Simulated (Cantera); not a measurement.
A closed system holds: 1 mol HBr, 1.6 mol H2O, 13 mol H2, held at 0.870 bar.

Method: chemical equilibrium by Gibbs-energy minimisation in Cantera with the NASA 1993 tables (ideal gas, pure condensed phases). Candidate condensed phases: Br2, H2O; 12 gas species. The numbers say what is thermodynamically allowed, not how fast it happens.

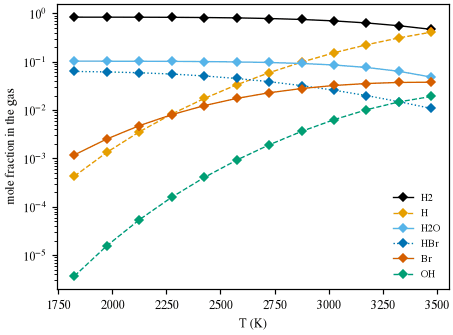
Equilibrium gas composition (values under 1e-9 drawn at 1e-9)

From 1825 K to 3475 K nothing is condensed.
